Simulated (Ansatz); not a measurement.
Bands of a (8,0) BAs nanotube, along its axis.

Levels: PBE (plane waves to 420 eV, PAW; Ansatz, a first-principles code); PBE with spin-orbit coupling (Ansatz). Unmarked values and the geometry are of the first. Mesh 1×1×6. No spin polarisation. One-dimensional cell, images about 11 Å apart. A hypothetical model, rolled from the flat sheet. Only distortions within the start's symmetry and period were free. Values not marked SOC lack spin–orbit coupling.

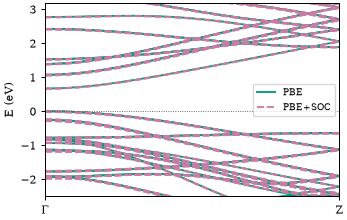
Fig. 1. Bands from the zone centre to the zone edge (period 5.84 Å); the dotted line marks the highest filled level of each set

Problem. Is it a metal or a semiconductor at this level? Give what the bands show.

Solution. A semiconductor in PBE.
- PBE gap: 0.67 eV, direct at Γ
- PBE+SOC gap at this geometry: 0.66 eV
